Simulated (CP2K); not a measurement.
**CH4AlFSSi (SMILES F[SiH]1[CH2][AlH][S]1): a first try and a second**

Aim: energy and forces of CH4AlFSSi at MNDOD.

The results are computed with CP2K 2026.2.

4 further runs of the same task are left out: 4 set aside as unsound or not needed.

## Step 1: Starting point

The species is CH4AlFSSi (9 atoms), meant as a singlet with charge 0. SMILES: `F[SiH]1[CH2][AlH][S]1`. Geometry: a GFN2-xTB relaxation, a rough one for these elements and not checked as a minimum.

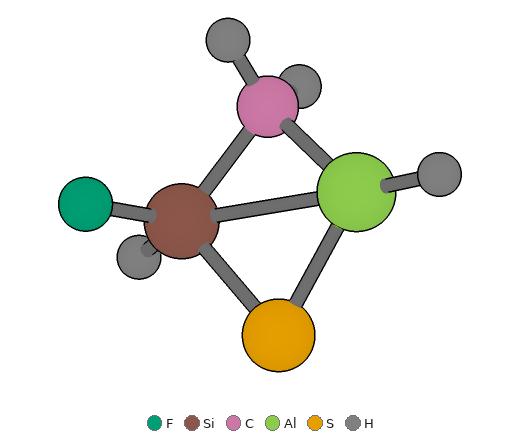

The structure, seen from a chosen angle (fluorine teal, silicon brown, carbon pink, aluminium green, sulfur amber, hydrogen grey).

## Step 2: The input as first written

molecule.xyz

```xyz
9

F     -0.519260     0.632340     2.155800
Si     0.006230     0.981940     0.669390
C      0.866560    -0.571660    -0.046590
Al    -0.802090    -0.861030    -1.136880
S     -1.700580     1.109780    -0.677960
H      0.637640     2.277940     0.808450
H      1.201290    -1.259110     0.732540
H      1.758650    -0.290610    -0.615230
H     -1.448430    -2.019600    -1.889530
```

job.inp

```
&GLOBAL
   PROJECT_NAME job
   RUN_TYPE ENERGY_FORCE
   PRINT_LEVEL MEDIUM
&END GLOBAL

&FORCE_EVAL
   METHOD Quickstep
   &DFT
      CHARGE 6
      MULTIPLICITY 1
      &QS
         METHOD MNDOD
         EPS_DEFAULT 1.0E-10
         &SE
            &COULOMB
               CUTOFF [angstrom] 50
               RC_RANGE [angstrom] 0
            &END COULOMB
            &EXCHANGE
               CUTOFF [angstrom] 50
               RC_RANGE [angstrom] 0
            &END EXCHANGE
         &END SE
      &END QS
      &POISSON
         PERIODIC NONE
         POISSON_SOLVER ANALYTIC
      &END POISSON
      &SCF
         SCF_GUESS ATOMIC
         EPS_SCF 1.0E-06
         MAX_SCF 68
         ADDED_MOS 2
         &DIAGONALIZATION
            ALGORITHM STANDARD
         &END DIAGONALIZATION
         &MIXING
            METHOD DIRECT_P_MIXING
            ALPHA 0.4
         &END MIXING
      &END SCF
      &PRINT
         &MOMENTS
            PERIODIC F
            REFERENCE COM
            MAX_MOMENT 1
         &END MOMENTS
         &MO ON
            ENERGIES T
            OCCUPATION_NUMBERS T
            NDIGITS 6
            &EACH
               QS_SCF 0
            &END EACH
            ADD_LAST NUMERIC
         &END MO
         &HIRSHFELD OFF
         &END HIRSHFELD
      &END PRINT
   &END DFT
   &SUBSYS
      &CELL
         ABC [angstrom] 15.5 16.3 16
         PERIODIC NONE
      &END CELL
      &TOPOLOGY
         COORD_FILE_NAME molecule.xyz
         COORD_FILE_FORMAT XYZ
         &CENTER_COORDINATES
         &END CENTER_COORDINATES
      &END TOPOLOGY
   &END SUBSYS
   &PRINT
      &FORCES ON
      &END FORCES
   &END PRINT
&END FORCE_EVAL
```

Command:

```sh
$ OMP_NUM_THREADS=1 cp2k.psmp job.inp > job.out
```

Log:

```text
CP2K| version string:                                       CP2K version 2026.2
 CP2K| Input file name                                                   job.inp

 GLOBAL| Basis set file name                                           BASIS_SET
 GLOBAL| Potential file name                                           POTENTIAL
 GLOBAL| Coordinate file name                                       molecule.xyz
 GLOBAL| Method name                                                        CP2K
 GLOBAL| Project name                                                        job
 GLOBAL| Run type                                                   ENERGY_FORCE
 GLOBAL| FFT library                                                       FFTW3
 GLOBAL| Diagonalization library                                       ScaLAPACK
 GLOBAL| Global print level                                               MEDIUM
 GLOBAL| Total number of message passing processes                             1
 GLOBAL| Number of threads for this process                                    1
 GLOBAL| CPU model name                                                  UNKNOWN

[... 183 lines left out ...]
  Step     Update method      Time    Convergence         Total energy    Change
[... 77 lines left out ...]
  Total energy [eV]:                                         -847.42883829749849

  Atomic reference energy [eV]:                               986.05346179316518
  Heat of formation [kcal/mol]:                              3196.76001407951389

 *******************************************************************************
 *   ___                                                                       *
 *  /   \                                                                      *
 * [ABORT]                                                                     *
 *  \___/     SCF run NOT converged. To continue the calculation regardless,   *
 *    |             please set the keyword IGNORE_CONVERGENCE_FAILURE.         *
 *  O/|                                                                        *
 * /| |                                                                        *
 * / \                                                            qs_scf.F:702 *
 *******************************************************************************

 ===== Routine Calling Stack =====

            4 scf_env_do_scf
            3 qs_energies
            2 qs_forces
            1 CP2K

Program received signal SIGABRT: Process abort signal.

Backtrace for this error:
#0  0x5ac87ebff957 in ???
#1  0x5ac89f4b4cac in __pthread_kill_implementation
#2  0x5ac89f45bfb7 in raise
#3  0x5ac89f445d37 in abort
#4  0x5ac87f2d2d83 in ???
#5  0x5ac87f2d4297 in ???
#6  0x5ac8801a99ab in ???
#7  0x5ac8801b3c7b in ???
#8  0x5ac88002555b in ???
#9  0x5ac87eeb4d13 in ???
#10  0x5ac87ecaa0cf in ???
#11  0x5ac87f58745f in ???
#12  0x5ac87f589d0b in ???
#13  0x5ac87eca0db3 in ???
#14  0x5ac87ec9ef13 in ???
#15  0x5ac89f446573 in __libc_start_call_main
#16  0x5ac89f446657 in __libc_start_main_impl
#17  0x5ac87ec9f06f in ???
#18  0xffffffffffffffff in ???
```

It took 0.48 s on 1 thread of Arm Neoverse N1, shared host; peak memory 0.14 GiB.

## Step 3: What went wrong

The iterations ended before the threshold was met.

The telling line is `\___/     SCF run NOT converged. To continue the calculation regardless,`. The fault: the charge typed isn't that of the species meant. To mend it: charge 0 in place of 6.

## Step 4: Second attempt

molecule.xyz is that of step 2.

mol.inp

```
&GLOBAL
 PROJECT_NAME mol
 RUN_TYPE ENERGY_FORCE
 PRINT_LEVEL MEDIUM
&END GLOBAL

&FORCE_EVAL
 METHOD Quickstep
 &DFT
  CHARGE 0
  MULTIPLICITY 1
  # Quickstep
  &QS
   METHOD MNDOD
   EPS_DEFAULT 1.0E-10
   &SE
    &COULOMB
     CUTOFF [angstrom] 50
     RC_RANGE [angstrom] 0
    &END COULOMB
    &EXCHANGE
     CUTOFF [angstrom] 50
     RC_RANGE [angstrom] 0
    &END EXCHANGE
   &END SE
  &END QS
  &POISSON
   PERIODIC NONE
   POISSON_SOLVER ANALYTIC
  &END POISSON
  # self-consistent field
  &SCF
   SCF_GUESS ATOMIC
   EPS_SCF 1.0E-06
   MAX_SCF 150
   ADDED_MOS 2
   &DIAGONALIZATION
    ALGORITHM STANDARD
   &END DIAGONALIZATION
   &MIXING
    METHOD DIRECT_P_MIXING
    ALPHA 0.4
   &END MIXING
  &END SCF
  # extra output
  &PRINT
   &MOMENTS
    PERIODIC F
    REFERENCE COM
    MAX_MOMENT 1
   &END MOMENTS
   &MO ON
    ENERGIES T
    OCCUPATION_NUMBERS T
    NDIGITS 6
    &EACH
     QS_SCF 0
    &END EACH
    ADD_LAST NUMERIC
   &END MO
   &HIRSHFELD OFF
   &END HIRSHFELD
  &END PRINT
 &END DFT
 # structure
 &SUBSYS
  # vacuum box
  &CELL
   ABC [angstrom] 15.5 16.3 16
   PERIODIC NONE
  &END CELL
  &TOPOLOGY
   COORD_FILE_NAME molecule.xyz
   COORD_FILE_FORMAT XYZ
   &CENTER_COORDINATES
   &END CENTER_COORDINATES
  &END TOPOLOGY
 &END SUBSYS
 &PRINT
  &FORCES ON
  &END FORCES
 &END PRINT
&END FORCE_EVAL
```

Command:

```sh
$ OMP_NUM_THREADS=1 cp2k.psmp -i mol.inp > mol.out 2>&1
```

Log:

```text
CP2K| version string:                                       CP2K version 2026.2
[...]
 GLOBAL| Method name                                                        CP2K
[...]
 GLOBAL| Run type                                                   ENERGY_FORCE
[...]
                             - Atoms:                                          9
[...]
                             - Spherical basis functions:                     39
[...]
 Number of electrons:                                                         28
[...]
     1 P_Mix/Diag. 0.40E+00    0.0     0.68912066       -30.4252804242 -3.04E+01
[...]
    16 DIIS/Diag.  0.16E-06    0.0     0.00000055       -36.4881121910 -1.03E-11
  *** SCF run converged in    16 steps ***
  Core-core repulsion energy [eV]:                           1710.05538867278483
  Core Hamiltonian energy [eV]:                             -1630.39080616898309
  Two-electron integral energy [eV]:                        -2145.11321906777539
  Electronic energy [eV]:                                   -2702.94741570287079
  Total energy [eV]:                                         -992.89202703008573
  Atomic reference energy [eV]:                               986.05346179316518
  Heat of formation [kcal/mol]:                              -157.70107324219254
[...]
 SE_DIPOLE| Moment [Debye]         -2.08278468       1.46882111       0.86923413
 SE_DIPOLE| Derivative [a.u.]       0.00000000       0.00000000       0.00000000
 ENERGY| Total FORCE_EVAL ( QS ) energy [hartree]            -36.488112190989362
 FORCES| Atomic forces [hartree/bohr]
 FORCES|   Atom     x               y               z               |f|
 FORCES|      1 -2.54935326E-02 -1.63455046E-02  7.59016846E-02   8.17200186E-02
 FORCES|      2  1.43171647E-02  3.49697688E-02 -5.94294465E-02   7.04253154E-02
 FORCES|      3 -3.38445980E-02  2.32298654E-02 -9.42229450E-03   4.21172541E-02
 FORCES|      4 -1.21908441E-02 -7.45245777E-03 -6.09451464E-03   1.55337991E-02
 FORCES|      5  2.34554463E-02 -2.67477794E-02 -4.01302602E-04   3.55775591E-02
 FORCES|      6  1.68457916E-03 -1.19131482E-02 -7.30143277E-03   1.40737993E-02
 FORCES|      7  1.39871968E-03 -1.80109192E-02  9.89879395E-03   2.05994113E-02
 FORCES|      8  1.51147200E-02  3.94244350E-04 -1.60814211E-02   2.20731125E-02
 FORCES|      9  1.55583448E-02  2.18759306E-02  1.29299336E-02   2.97960000E-02
 FORCES| Sum    -8.32667268E-17 -6.59194921E-16 -4.75314232E-16
 FORCES| Total atomic force                                       8.16942416E-16
[...]
```

Run time: 0.42 s. Hardware: 1 thread of Arm Neoverse N1, shared host; peak memory 0.14 GiB.

## Step 5: Results

Level: MNDOD.

```
                                 quantity            value
                             total energy     -36.48811 Eh
                            dipole moment           2.69 D
                              HOMO energy        -10.56 eV
                              LUMO energy         -0.61 eV
                            HOMO–LUMO gap          9.95 eV
heat of formation at this unrelaxed shape  -157.7 kcal/mol
                 largest force on an atom       4.202 eV/Å
```

In words: The largest force is 4.20 eV/Å: the shape isn't a stationary point for this species at this level.
